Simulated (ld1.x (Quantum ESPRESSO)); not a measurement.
**Pseudopotential generation for Al: TM, Wu–Cohen**

Do these settings give a usable potential? It is generated, then checked for transferability, scattering, ghosts and hardness.

Program: ld1.x (Quantum ESPRESSO) 7.5. Reference atom: Wu–Cohen, scalar-relativistic, spherical and spin-unpolarised. All values are calculated.

### Step 1. The design

Typed settings, in words:

| Property | Result |
| --- | --- |
| element | aluminium (Al, Z = 13) |
| type | norm-conserving Troullier–Martins (Kleinman–Bylander form) |
| frozen core | [Ne] |
| valence charge | 3 |
| reference configuration | 3s2 3p1 |
| partial waves | 3s (bound): rc 1.55 bohr; 3p (bound): rc 1.85 bohr; 3d channel at -0.2 Ry: rc 1.50 bohr |
| local potential | the d channel |
| core correction | a·sin(br)/r model core inside 0.70 bohr |

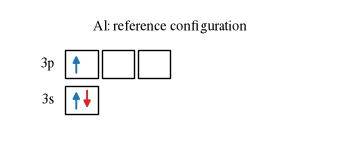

The outer shells as boxes. The arrows follow Hund's rule for the drawing; the calculation itself is spin-unpolarised.

The nodes and maxima of the atom's own shells, from an earlier all-electron run, set the scale for the radii.

All-electron outer shells of the reference configuration (Wu–Cohen, scalar-relativistic, ld1.x):

```csv
shell,level (eV),outermost node (bohr),outermost maximum (bohr)
2s,-107.94,0.16,0.50
2p,-69.65,–,0.43
3s,-7.72,0.80,2.09
3p,-2.68,0.82,2.64
```

### Step 2. The generation run

Contents of Al.in:

```
 &input
   title='Al', zed=13., rel=1, dft='WC', iswitch=3,
   config='[Ne] 3s2 3p1 3d-2',
   nld=3, rlderiv=2.00, eminld=-3.0, emaxld=5.0, deld=0.02
 /
 &inputp
   pseudotype=2, tm=.true., lloc=2,
   nlcc=.true., rcore=0.70,
   file_pseudopw='Al.UPF', file_wfcaegen='ae.wfc', file_wfcncgen='nc.wfc', file_beta='beta', file_chi='chi'
 /
3
3S  1  0   2.00   0.00  1.55  1.55  0.0
3P  2  1   1.00   0.00  1.85  1.85  0.0
3D  3  2  -2.00  -0.20  1.50  1.50  0.0
 &test
   configts(1)='3s2 3p1'
 /
```

Run with:

```sh
$ ld1.x < Al.in > Al.out
```

Output in Al.out (without the banner and most projector matrices):

```text
     Program LD1 v.7.5
     --------------------------- All-electron run ----------------------------

     Al
     scalar relativistic calculation

     atomic number is 13.00
     dft =WC   lsd =0 sic =0 latt =0  beta=0.20 tr2=1.0E-14
     Exchange-correlation= WC
                           (   1   4  11   4   0   0   0)
     mesh =1135 r(mesh) = 100.48924 a.u. xmin = -7.00 dx = 0.01250
     1 Ry =  13.60569312 eV, c = 137.03599908

     n l     nl                  e(Ry)          e(Ha)          e(eV)
     1 0     1S 1( 2.00)      -110.9781       -55.4891     -1509.9340
     2 0     2S 1( 2.00)        -7.9331        -3.9665      -107.9350
     2 1     2P 1( 6.00)        -5.1195        -2.5598       -69.6545
     3 0     3S 1( 2.00)        -0.5674        -0.2837        -7.7199
     3 1     3P 1( 1.00)        -0.1969        -0.0985        -2.6795

     final scf error:  5.8E-15 reached in  25 iterations

     Etot =    -484.941810 Ry,    -242.470905 Ha,   -6597.969446 eV

     Ekin =     485.819464 Ry,     242.909732 Ha,    6609.910545 eV
     Encl =   -1160.325332 Ry,    -580.162666 Ha,  -15787.030396 eV
     Eh   =     225.989078 Ry,     112.994539 Ha,    3074.738049 eV
     Exc  =     -36.425020 Ry,     -18.212510 Ha,    -495.587644 eV

     normalization and overlap integrals

     s(1S/1S) =  1.000000  <r> =   0.1203  <r2> =    0.0195  r(max) =   0.0789
     s(2S/2S) =  1.000000  <r> =   0.6268  <r2> =    0.4712  r(max) =   0.4954
     s(2P/2P) =  1.000000  <r> =   0.6034  <r2> =    0.4632  r(max) =   0.4264
     s(3S/3S) =  1.000000  <r> =   2.5428  <r2> =    7.5472  r(max) =   2.0856
     s(3P/3P) =  1.000000  <r> =   3.4219  <r2> =   14.1246  r(max) =   2.6447

     ------------------------ End of All-electron run ------------------------

     --------------------- Generating NC pseudopotential ---------------------

      Generating local pot.: lloc=2, matching radius rcloc =   1.5000

      Computing core charge for nlcc:

       r > 0.70 : true rho core
       r < 0.70 : rho core = a sin(br)/r    a=  18.27  b=   3.44

      Integrated core pseudo-charge :   6.34

      Wfc   3S  rcut= 1.545  Using Troullier-Martins method

      Wfc   3P  rcut= 1.841  Using Troullier-Martins method

     ------------------- End of pseudopotential generation -------------------

     [... the all-electron block is printed once more ...]


     Computing logarithmic derivative in   1.99635
     Computing logarithmic derivative in   1.99635
     Computing the partial wave expansion
     R is outside the sphere for l=    0 j= 0.00
     R is outside the sphere for l=    1 j= 0.00
       no projector for channel:   2

     ---------------------- Testing the pseudopotential ----------------------

     Al
     scalar relativistic calculation

     atomic number is 13.00   valence charge is  3.00
     dft =WC   lsd =0 sic =0 latt =0  beta=0.20 tr2=1.0E-14
     mesh =1135 r(mesh) = 100.48924 xmin = -7.00 dx = 0.01250

     n l     nl             e AE (Ry)        e PS (Ry)    De AE-PS (Ry)
     1 0     3S   1( 2.00)       -0.56740       -0.56740       -0.00000
     2 1     3P   1( 1.00)       -0.19694       -0.19694       -0.00000

     eps = 6.1E-17  iter =  4

     Etot =    -484.941810 Ry,    -242.470905 Ha,   -6597.969446 eV
     Etotps =   -15.869411 Ry,      -7.934705 Ha,    -215.914335 eV

     Ekin =       1.242728 Ry,       0.621364 Ha,      16.908176 eV
     Encl =      -7.798253 Ry,      -3.899127 Ha,    -106.100642 eV
     Ehrt =       2.889552 Ry,       1.444776 Ha,      39.314353 eV
     Ecxc =     -13.334920 Ry,      -6.667460 Ha,    -181.430835 eV
     (Ecc =     -11.966686 Ry,      -5.983343 Ha,    -162.815054 eV)
     Epseu=       1.131483 Ry,       0.565742 Ha,      15.394612 eV

     ---------------------- End of pseudopotential test ----------------------
```

Wall time 0.98 s (1 thread, shared host). (Generation and the later configuration tests together.)

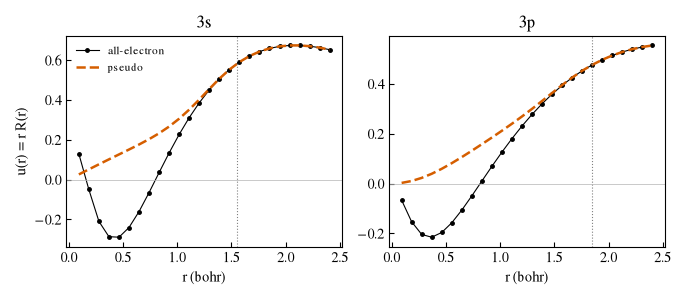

All-electron and pseudo partial waves (3s, 3p), with the matching radii dotted. The curves join 26 sampled radii.

### Step 3. Configuration tests

Contents of Al.test.in:

```
 &input
   title='Al', zed=13., rel=1, dft='WC', iswitch=2,
   config='[Ne] 3s2 3p1 3d-2'
 /
 &test
   file_pseudo='Al.UPF', nconf=8,
   configts(1)='3s2 3p1',
   configts(2)='3s2 3p0',
   configts(3)='3s1 3p0',
   configts(4)='3s2 3p0.5',
   configts(5)='3s0 3p3',
   configts(6)='3s1 3p2',
   configts(7)='3s1 3p1',
   configts(8)='3s2 3p1.3'
 /
```

Run with:

```sh
$ ld1.x < Al.test.in > Al.test.out
```

Al.test.out, the pseudopotential blocks:

```text
     ---------------------- Testing the pseudopotential ----------------------

     Al
     scalar relativistic calculation

     atomic number is 13.00   valence charge is  3.00
     dft =WC   lsd =0 sic =0 latt =0  beta=0.20 tr2=1.0E-14
     mesh =1135 r(mesh) = 100.48924 xmin = -7.00 dx = 0.01250

     n l     nl             e AE (Ry)        e PS (Ry)    De AE-PS (Ry)
     1 0     3S   1( 2.00)       -0.56740       -0.56740       -0.00000
     2 1     3P   1( 1.00)       -0.19694       -0.19694       -0.00000

     eps = 7.5E-17  iter =  4

     Etot =    -484.941810 Ry,    -242.470905 Ha,   -6597.969445 eV
     Etotps =   -15.869411 Ry,      -7.934705 Ha,    -215.914335 eV

     Ekin =       1.242728 Ry,       0.621364 Ha,      16.908176 eV
     Encl =      -7.798253 Ry,      -3.899127 Ha,    -106.100642 eV
     Ehrt =       2.889552 Ry,       1.444776 Ha,      39.314353 eV
     Ecxc =     -13.334920 Ry,      -6.667460 Ha,    -181.430835 eV
     (Ecc =     -11.966686 Ry,      -5.983343 Ha,    -162.815054 eV)
     Epseu=       1.131483 Ry,       0.565742 Ha,      15.394612 eV

     ---------------------- End of pseudopotential test ----------------------

     ---------------------- Testing the pseudopotential ----------------------

     Al
     [...]
     n l     nl             e AE (Ry)        e PS (Ry)    De AE-PS (Ry)
     1 0     3S   1( 2.00)       -1.08786       -1.08582       -0.00204
     2 1     3P   1( 0.00)       -0.66446       -0.66317       -0.00129

     eps = 1.1E-16  iter =  9

     Etot =    -484.520059 Ry,    -242.260029 Ha,   -6592.231229 eV
     Etotps =   -15.448089 Ry,      -7.724044 Ha,    -210.181952 eV
     dEtot_ae =       0.421751 Ry
     dEtot_ps =       0.421322 Ry,   Delta E=       0.000429 Ry

     [...]
     ---------------------- End of pseudopotential test ----------------------

     ---------------------- Testing the pseudopotential ----------------------

     Al
     [...]
     n l     nl             e AE (Ry)        e PS (Ry)    De AE-PS (Ry)
     1 0     3S   1( 1.00)       -1.73789       -1.73144       -0.00645  !
     2 1     3P   1( 0.00)       -1.25985       -1.25263       -0.00723  !

     eps = 1.6E-15  iter = 11

     Etot =    -483.109438 Ry,    -241.554719 Ha,   -6573.038754 eV
     Etotps =   -14.041845 Ry,      -7.020922 Ha,    -191.049030 eV
     dEtot_ae =       1.832372 Ry
     dEtot_ps =       1.827566 Ry,   Delta E=       0.004806 Ry

     [...]
     ---------------------- End of pseudopotential test ----------------------

     ---------------------- Testing the pseudopotential ----------------------

     Al
     [...]
     n l     nl             e AE (Ry)        e PS (Ry)    De AE-PS (Ry)
     1 0     3S   1( 2.00)       -0.81390       -0.81324       -0.00067
     2 1     3P   1( 0.50)       -0.41732       -0.41697       -0.00035

     eps = 6.7E-15  iter =  9

     Etot =    -484.789541 Ry,    -242.394771 Ha,   -6595.897730 eV
     Etotps =   -15.717206 Ry,      -7.858603 Ha,    -213.843486 eV
     dEtot_ae =       0.152268 Ry
     dEtot_ps =       0.152205 Ry,   Delta E=       0.000064 Ry

     [...]
     ---------------------- End of pseudopotential test ----------------------

     ---------------------- Testing the pseudopotential ----------------------

     Al
     [...]
     n l     nl             e AE (Ry)        e PS (Ry)    De AE-PS (Ry)
     1 0     3S   1( 0.00)       -0.67761       -0.67819        0.00058
     2 1     3P   1( 3.00)       -0.28388       -0.28340       -0.00048

     eps = 9.2E-15  iter = 16

     Etot =    -484.176351 Ry,    -242.088175 Ha,   -6587.554842 eV
     Etotps =   -15.103543 Ry,      -7.551772 Ha,    -205.494178 eV
     dEtot_ae =       0.765459 Ry
     dEtot_ps =       0.765867 Ry,   Delta E=      -0.000408 Ry

     [...]
     ---------------------- End of pseudopotential test ----------------------

     ---------------------- Testing the pseudopotential ----------------------

     Al
     [...]
     n l     nl             e AE (Ry)        e PS (Ry)    De AE-PS (Ry)
     1 0     3S   1( 1.00)       -0.62685       -0.62648       -0.00037
     2 1     3P   1( 2.00)       -0.24381       -0.24340       -0.00041

     eps = 7.2E-15  iter = 11

     Etot =    -484.564855 Ry,    -242.282428 Ha,   -6592.840721 eV
     Etotps =   -15.492486 Ry,      -7.746243 Ha,    -210.786004 eV
     dEtot_ae =       0.376954 Ry
     dEtot_ps =       0.376925 Ry,   Delta E=       0.000029 Ry

     [...]
     ---------------------- End of pseudopotential test ----------------------

     ---------------------- Testing the pseudopotential ----------------------

     Al
     [...]
     n l     nl             e AE (Ry)        e PS (Ry)    De AE-PS (Ry)
     1 0     3S   1( 1.00)       -1.14447       -1.14244       -0.00203
     2 1     3P   1( 1.00)       -0.71535       -0.71352       -0.00183

     eps = 5.7E-16  iter =  9

     Etot =    -484.093669 Ry,    -242.046835 Ha,   -6586.429907 eV
     Etotps =   -15.022256 Ry,      -7.511128 Ha,    -204.388202 eV
     dEtot_ae =       0.848140 Ry
     dEtot_ps =       0.847155 Ry,   Delta E=       0.000985 Ry

     [...]
     ---------------------- End of pseudopotential test ----------------------

     ---------------------- Testing the pseudopotential ----------------------

     Al
     [...]
     n l     nl             e AE (Ry)        e PS (Ry)    De AE-PS (Ry)
     1 0     3S   1( 2.00)       -0.43754       -0.43771        0.00016
     2 1     3P   1( 1.30)       -0.08188       -0.08192        0.00004

     eps = 9.6E-15  iter = 11

     Etot =    -484.983248 Ry,    -242.491624 Ha,   -6598.533241 eV
     Etotps =   -15.910859 Ry,      -7.955429 Ha,    -216.478263 eV
     dEtot_ae =      -0.041438 Ry
     dEtot_ps =      -0.041448 Ry,   Delta E=       0.000010 Ry

     [...]
     ---------------------- End of pseudopotential test ----------------------
```

The tests as a table, with energies relative to 3s2 3p1.

```tsv
valence configuration	charge	ΔE all-electron (eV)	error AE − PS (meV)
3s2 3p0	+1	5.738	+5.8
3s1 3p0	+2	24.931	+65
3s2 3p0.5	+0.5	2.072	+0.9
3s0 3p3	0	10.415	-5.6
3s1 3p2	0	5.129	+0.4
3s1 3p1	+1	11.540	+13
3s2 3p1.3	-0.3	-0.564	+0.1
```

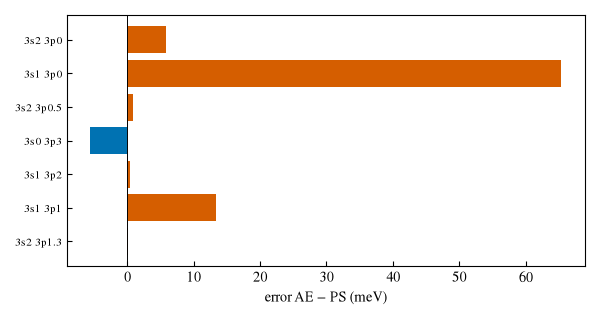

Error of the potential in each test configuration.

### Step 4. Does it scatter like the atom?

Taken from the files of the generation run. The phase is arctan(r·u′/u) with u = r·R, unwrapped, with energies in Ry. A pole is an energy at which the radial function vanishes at the test radius. The pseudo phase is shifted by a multiple of π to meet the all-electron one at the reference energy. Levels narrower than the energy grid can be missing from the poles. The last column is the largest difference on the grid between −1 and +1 Ry.

| channel | radius (bohr) | reference (Ry) | poles AE | poles PS | window around the reference with phases within 0.05 rad (Ry) | largest difference near zero (rad) |
| --- | --- | --- | --- | --- | --- | --- |
| s | 2.00 | -0.57 | 3.11 | 0.32, 3.78 | below -0.1 | 2.988 |
| p | 2.00 | -0.20 | 3.94 | 2.71 | below 0.7 | 0.059 |
| d | 2.00 | -0.20 | 4.15 | 4.19 | the whole range | 0.001 |

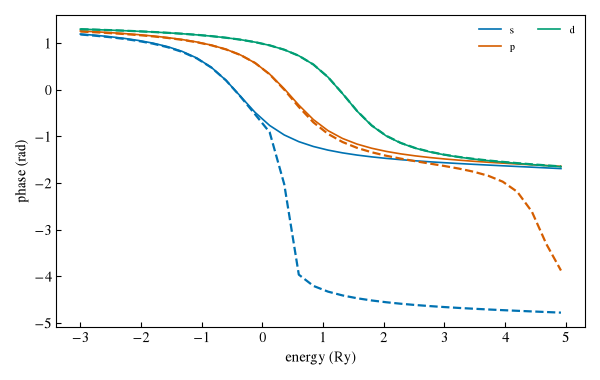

Phases by channel: all-electron solid, pseudo dashed.

### Step 5. Cutoff and ghost test in a Bessel basis

A separate test, outside the generator: the pseudo-atom's Hamiltonian at the reference potential is diagonalised in spherical Bessel functions j_l(qr) that vanish at 20 bohr, with q² up to the cutoff.

All-electron valence levels (Ry): 3s -0.5674, 3p -0.1969. The lowest levels of each channel (Ry) by cutoff; the last column sums, over occupied levels, occupation times the distance from the level at 400 Ry. A positive value at high cutoff is not a bound level.

```
cutoff (Ry)     s #1     p #1    d #1    f #1  Σ f·Δε (mRy)
          8  -0.5573  -0.1958  0.0476  0.1027          21.2
         12  -0.5636  -0.1959  0.0475  0.1027           8.6
         15  -0.5640  -0.1959  0.0474  0.1027           7.8
         21  -0.5645  -0.1962  0.0474  0.1027           6.5
         25  -0.5652  -0.1966  0.0474  0.1027           4.8
         35  -0.5666  -0.1969  0.0474  0.1027           1.6
         40  -0.5667  -0.1969  0.0474  0.1027           1.5
         50  -0.5669  -0.1969  0.0474  0.1027           1.0
         55  -0.5671  -0.1969  0.0474  0.1027           0.7
         70  -0.5673  -0.1969  0.0474  0.1027           0.2
        400  -0.5674  -0.1969  0.0474  0.1027           0.0
```

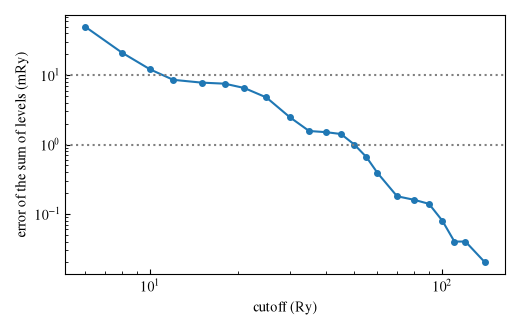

Occupation-weighted error of the valence levels against the cutoff; the dotted lines mark 10 and 1 mRy.

The sum stays within 10 mRy from 12 Ry and within 1 mRy from 55 Ry. The sum leaves out empty levels, which can need more. Ghost test: no level below the all-electron spectrum of its channel (s, p, d, f tested).

### Step 6. Results

```
                                                quantity                 value
               cutoffs for 10 and 1 mRy, occupied levels       12 Ry and 55 Ry
                                            bound ghosts            none found
                            largest test error (AE − PS)  +65 meV, for 3s1 3p0
largest phase difference near zero energy, channels read             2.988 rad
```

In words: The worst unpolarised test, 3s1 3p0, is off by 65 meV on 24.9 eV; by total energies transferability rates as fair. The potential is soft on the atom at that tolerance: the looser tolerance needs 12 Ry. The tighter tolerance needs 55 Ry, and converged work needs a cutoff nearer that. The slowest occupied level is 3s: taken alone it needs 35 Ry to come within 1 mRy, against 18 Ry for 3p. No bound ghost shows below the valence levels. Of the channels read, s scatters worst near zero energy, by up to 2.99 rad. A step near π is an extra or missing state, not a misfit of shape. The pseudo curves have a pole with no partner nearby in the atom's: s at 0.32 Ry. At positive energy that is a spurious or a displaced resonance. These are tests on the free atom; a crystal test is still owed.
